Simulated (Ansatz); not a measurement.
## Si₂NH₇O₂: molecular dynamics (part 4 of 4)

Si₂NH₇O₂; RKS PBE-D4/STO-3G (Ansatz 0.2.0). It belongs to a series of runs on one base structure; here: dynamics from the last frame of an earlier run.

Geometry of the input (Å):
```
Si -0.1586  -0.1107  -0.1197
O  -0.3326  -0.3567  1.5215
H  -0.9750  0.4005  1.7852
N  1.5164  -0.4680  -0.3229
H  2.1314  -0.7635  0.5101
H  1.9641  -0.7195  -1.2876
Si -0.9642  1.9349  -0.7806
H  -2.3936  1.8206  -0.5270
H  -0.4146  3.0138  0.0508
H  -0.7614  2.3248  -2.1869
O  -1.2821  -1.2227  -0.8664
H  -1.0581  -1.9991  -0.2129
```

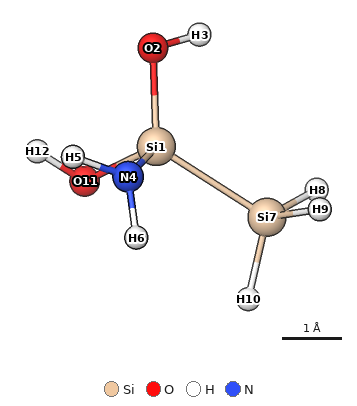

Figure 1. The geometry at step 172 of the log (ball-and-stick view, seen at a tilt; atoms are numbered from 1 in the order of the input).

### Trajectory as extended XYZ, continued
```
12
Properties=species:S:1:pos:R:3:forces:R:3 step=78 time_fs=39.0 energy=-21179.32033 temperature=195.5
Si   -0.2808   -0.1143   -0.0647    0.4655  -0.5366  -1.3026
O    -0.3541   -0.3952    1.6052   -0.3675   0.2393   1.4243
H    -0.7011    0.4825    2.0498    0.1598  -0.5100  -0.3605
N     1.5778   -0.2485   -0.3985   -1.2158  -2.1243  -0.6145
H     1.7881   -1.0820    0.3145    0.0257   0.8163  -0.8234
H     1.4571   -0.8789   -1.3297    0.7036   0.8439   1.2160
Si   -0.8912    1.9402   -0.8032    0.2216  -0.1182  -0.3759
H    -2.2745    2.1947   -0.4119    0.1978   0.3461   0.0917
H     0.1084    2.8311   -0.2159   -0.4875   0.1568   0.2010
H    -0.7642    2.1788   -2.2446   -0.1366  -0.3059   0.2182
O    -1.2380   -1.3375   -0.9031    0.1052   0.2524  -0.0112
H    -0.9632   -2.3125   -0.6299    0.3280   0.9401   0.3367
12
Properties=species:S:1:pos:R:3:forces:R:3 step=94 time_fs=47.0 energy=-21179.48043 temperature=312.9
Si   -0.3065   -0.1259   -0.0430    0.9087   0.6190  -1.0766
O    -0.3511   -0.3986    1.6218   -0.0179  -0.6725   1.2818
H    -0.7014    0.4038    2.1636   -0.0509   0.0808  -0.6120
N     1.5232   -0.2463   -0.4160   -0.1455  -1.7717  -1.0989
H     1.8808   -1.0919    0.1951   -0.4158   0.7403  -0.4132
H     1.5356   -0.7701   -1.4180   -0.0165   0.9415   1.5853
Si   -0.8681    1.9432   -0.8185   -0.2241  -0.2747   0.2595
H    -2.1755    2.3299   -0.3484   -0.4413  -0.0231  -0.0285
H    -0.0050    2.9211   -0.1914    0.3313   0.1062  -0.1603
H    -0.8568    2.0532   -2.2705    0.1223   0.0395   0.0514
O    -1.2020   -1.3332   -0.9168   -0.0351  -0.0038   0.1355
H    -0.8130   -2.2364   -0.5803   -0.0152   0.2185   0.0759
12
Properties=species:S:1:pos:R:3:forces:R:3 step=109 time_fs=54.5 energy=-21179.47681 temperature=301.5
Si   -0.3111   -0.1249   -0.0431    1.2536   1.1848  -0.2421
O    -0.3477   -0.4266    1.6732    0.0046  -0.1693  -0.3831
H    -0.7594    0.4404    2.0409   -0.1224   0.1373   0.1636
N     1.4485   -0.2686   -0.4376   -0.9275   1.0877   0.5410
H     1.9162   -0.9968    0.1208    0.5193  -0.9176   0.6969
H     1.6408   -0.5288   -1.4233   -0.0455  -0.2121  -0.8281
Si   -0.8538    1.9441   -0.8254   -0.9300   0.5536   0.8923
H    -2.1674    2.4218   -0.3429    0.2382  -0.4742  -0.3196
H    -0.0101    3.0066   -0.2689    0.2755  -0.3771  -0.3752
H    -0.8865    1.9484   -2.2748    0.1429   0.1422  -0.1346
O    -1.1696   -1.3256   -0.9252   -0.3661   0.2720   0.0446
H    -0.6711   -2.1035   -0.4884   -0.0427  -1.2272  -0.0558
12
Properties=species:S:1:pos:R:3:forces:R:3 step=125 time_fs=62.5 energy=-21179.36285 temperature=204.5
Si   -0.2937   -0.1046   -0.0467    0.0822  -0.5152   0.9254
O    -0.3484   -0.4528    1.7165    0.1032   0.2197  -1.7466
H    -0.8266    0.4208    1.9627   -0.3111   0.3283   0.7923
N     1.3722   -0.2852   -0.4483   -0.4551   1.1320   1.5041
H     1.9221   -0.9603    0.0594    0.9955  -1.2182   0.9425
H     1.6340   -0.3139   -1.4109    0.6018   0.0077  -2.3311
Si   -0.8523    1.9511   -0.8224    0.0757  -0.2835  -0.9019
H    -2.1836    2.3460   -0.4373   -0.2417   0.3027   0.2452
H     0.1509    2.9559   -0.4998   -0.1631  -0.0066   0.3151
H    -0.8461    1.9008   -2.2890   -0.0657  -0.0573   0.2595
O    -1.1395   -1.3307   -0.9239   -0.8931   0.5375  -0.2660
H    -0.7209   -2.1916   -0.5654    0.2714  -0.4472   0.2615
12
Properties=species:S:1:pos:R:3:forces:R:3 step=141 time_fs=70.5 energy=-21179.34486 temperature=182.2
Si   -0.2788   -0.0932   -0.0316   -1.3501  -0.7883   1.1054
O    -0.3544   -0.4557    1.7081    0.3903  -0.2769  -0.9323
H    -0.8953    0.2991    2.1505   -0.1768   0.2942  -0.2709
N     1.3500   -0.2956   -0.4519    0.8548   0.2743   1.2395
H     1.9541   -0.9971   -0.0111    0.4044  -0.4880   0.2372
H     1.6200   -0.1294   -1.4088    0.6193   0.2080  -1.5193
Si   -0.8546    1.9542   -0.8308   -0.0869  -0.6451  -0.4697
H    -2.1947    2.3772   -0.4457    0.2001   0.2730   0.1565
H     0.2233    2.8892   -0.5698   -0.2021   0.2749   0.3939
H    -0.8415    1.8334   -2.2739   -0.1611   0.0040  -0.2244
O    -1.1343   -1.3356   -0.9240   -0.8282   0.5904  -0.0794
H    -0.7682   -2.2536   -0.6230    0.3364   0.2795   0.3636
12
Properties=species:S:1:pos:R:3:forces:R:3 step=156 time_fs=78.0 energy=-21179.44577 temperature=252.5
Si   -0.2883   -0.0965    0.0000   -0.1556   0.0976  -1.0556
O    -0.3530   -0.4584    1.6735    0.1758  -0.3480   0.6776
H    -0.9717    0.2087    2.1658    0.0743  -0.0045  -0.5957
N     1.3904   -0.2970   -0.4517    1.2312  -0.3874   0.3587
H     2.0152   -1.0982   -0.1020   -0.9303   0.9702  -0.5200
H     1.6913    0.0073   -1.4185   -0.1655  -0.3517   0.6257
Si   -0.8574    1.9467   -0.8489   -0.1454   0.0901   0.3893
H    -2.1175    2.5348   -0.3736    0.1674  -0.3415  -0.1521
H     0.1637    2.9222   -0.4574   -0.0652  -0.1790  -0.2818
H    -0.9121    1.7878   -2.2985    0.0215   0.2668   0.0612
O    -1.1556   -1.3232   -0.9245    0.3275  -0.3223   0.9549
H    -0.6701   -2.1737   -0.5198   -0.5356   0.5096  -0.4622
12
Properties=species:S:1:pos:R:3:forces:R:3 step=172 time_fs=86.0 energy=-21179.34663 temperature=168.5
Si   -0.2992   -0.0991    0.0099    1.5836   0.1488  -2.7373
O    -0.3420   -0.4763    1.6561   -0.6921   0.4720   1.2903
H    -1.0942    0.1820    1.9675    0.4199  -0.5743   0.2423
N     1.4440   -0.2839   -0.4319    0.7871  -0.4935  -0.1076
H     1.9813   -1.2203   -0.2334   -1.1842   1.5737  -0.4667
H     1.7650    0.0857   -1.4005   -0.6313  -0.7186   1.3011
Si   -0.8619    1.9373   -0.8616    0.1658  -0.0547   0.2068
H    -2.0477    2.5562   -0.3404   -0.6956  -0.1633   0.1315
H     0.1245    2.9164   -0.4595    0.4416   0.0150  -0.2420
H    -0.9794    1.8693   -2.3167    0.1024   0.0545   0.1523
O    -1.1787   -1.2995   -0.9014    0.3346  -0.5806   0.7112
H    -0.6754   -2.1419   -0.5077   -0.6317   0.3210  -0.4817
12
Properties=species:S:1:pos:R:3:forces:R:3 step=188 time_fs=94.0 energy=-21179.58887 temperature=341.6
Si   -0.2776   -0.0994   -0.0303    0.7078  -0.3000  -0.1193
O    -0.3405   -0.4891    1.6724   -0.5001   0.6434  -0.1484
H    -1.2024    0.0330    1.9635    0.4363  -0.3957  -0.0101
N     1.4742   -0.2557   -0.3816    0.9275  -0.6734  -0.7286
H     1.7813   -1.3037   -0.3900   -0.3741   1.1906  -0.0654
H     1.7245    0.0897   -1.3864   -0.4966  -0.5239   1.1230
Si   -0.8671    1.9321   -0.8649   -0.2843   0.3038   0.3133
H    -2.1490    2.4132   -0.3119    0.5308  -0.0166  -0.0745
H     0.2299    2.8626   -0.6001   -0.2922   0.0052   0.2290
H    -1.0008    1.9704   -2.3064   -0.0876  -0.2866  -0.2033
O    -1.2017   -1.2768   -0.8631   -0.7549  -0.2415  -0.6193
H    -0.8451   -2.2140   -0.6117    0.1874   0.2946   0.3036
12
Properties=species:S:1:pos:R:3:forces:R:3 step=203 time_fs=101.5 energy=-21179.46968 temperature=235.9
Si   -0.2438   -0.1034   -0.0707   -1.4912   0.2963   2.2035
O    -0.3431   -0.4872    1.6798    0.6229   0.2191  -1.0527
H    -1.2725   -0.1903    2.0233   -0.1630   0.1199  -0.5133
N     1.5072   -0.2385   -0.3295    0.2947   0.5636  -0.1368
H     1.5951   -1.2586   -0.4964    0.7625  -1.6766   0.1219
H     1.6001    0.0689   -1.3382    0.3466   0.4633  -0.4247
Si   -0.8737    1.9298   -0.8664    0.1982  -0.4485  -0.3953
H    -2.1329    2.3120   -0.2674   -0.0689   0.4073   0.1456
H     0.2320    2.8435   -0.6275   -0.2335   0.2413   0.2462
H    -1.0511    1.9307   -2.3191   -0.0599  -0.1347   0.1876
O    -1.2452   -1.2618   -0.8459   -0.5898   0.4680  -0.8109
H    -0.9170   -2.1839   -0.5676    0.3814  -0.5191   0.4288
12
Properties=species:S:1:pos:R:3:forces:R:3 step=219 time_fs=109.5 energy=-21179.58640 temperature=311.1
Si   -0.2348   -0.1033   -0.0723   -0.4435   0.2385   1.2436
O    -0.3320   -0.4751    1.6532    0.2550   0.2510  -0.9246
H    -1.3451   -0.3915    1.8240   -0.3135  -0.0077   0.1002
N     1.5623   -0.2454   -0.3005   -0.9904   0.8660   0.7921
H     1.6819   -1.2585   -0.4843    0.6100  -1.5869  -0.1968
H     1.6287    0.1274   -1.2738    0.6529   0.3987  -1.1546
Si   -0.8795    1.9212   -0.8702   -0.0937  -0.0830   0.4706
H    -2.0782    2.3786   -0.1945   -0.2440  -0.0462  -0.0835
H     0.1113    2.9316   -0.5491    0.1852   0.0417  -0.2801
H    -1.1378    1.8230   -2.2987    0.0625   0.1954  -0.0305
O    -1.3025   -1.2525   -0.8483    0.4079   0.6013  -0.0418
H    -0.9265   -2.0975   -0.4081   -0.0885  -0.8690   0.1053
12
Properties=species:S:1:pos:R:3:forces:R:3 step=234 time_fs=117.0 energy=-21179.55413 temperature=268.9
Si   -0.2364   -0.1002   -0.0534    1.4009  -0.4958  -1.7415
O    -0.3267   -0.4560    1.6047   -0.2833  -0.1242   0.5858
H    -1.3500   -0.5884    1.6428   -0.2592  -0.1043   0.6474
N     1.5988   -0.2590   -0.2913   -0.1520  -0.6345  -0.5530
H     1.9325   -1.2941   -0.4446   -0.8022   1.0302   0.3434
H     1.8759    0.1616   -1.2456   -0.3810  -0.0932   0.4118
Si   -0.8873    1.9135   -0.8651   -0.4259   0.7718   0.6090
H    -2.0959    2.4143   -0.1864    0.1698  -0.3995  -0.2547
H     0.0527    3.0075   -0.6079    0.1304  -0.3491  -0.2776
H    -1.1873    1.8099   -2.2835    0.0722   0.0915  -0.0795
O    -1.3373   -1.2442   -0.8452    0.6643   0.2409   0.5423
H    -1.0727   -2.1173   -0.3365   -0.1340   0.0661  -0.2335
12
Properties=species:S:1:pos:R:3:forces:R:3 step=250 time_fs=125.0 energy=-21179.43571 temperature=164.2
Si   -0.2121   -0.1066   -0.0651    0.8245  -0.7987  -1.6460
O    -0.3401   -0.4419    1.5783    0.1367  -0.2938   1.5991
H    -1.2950   -0.8097    1.7240    0.0469   0.1835  -0.2167
N     1.6047   -0.2662   -0.2881   -0.1321  -0.9087  -0.0504
H     1.9841   -1.3088   -0.2871   -0.8144   1.9168  -0.2627
H     2.0212    0.2190   -1.1621   -0.6604  -0.7708   0.6740
Si   -0.9007    1.9156   -0.8532    0.3021  -0.2888  -0.8992
H    -2.1361    2.3084   -0.2369   -0.3120   0.2829   0.3838
H     0.0963    2.9640   -0.7820    0.0688   0.1464   0.3488
H    -1.1979    1.8390   -2.2828   -0.0009  -0.1739   0.1301
O    -1.3512   -1.2233   -0.8276    0.1510  -0.0504   0.0422
H    -1.2684   -2.1534   -0.3437    0.3898   0.7554  -0.1029
```
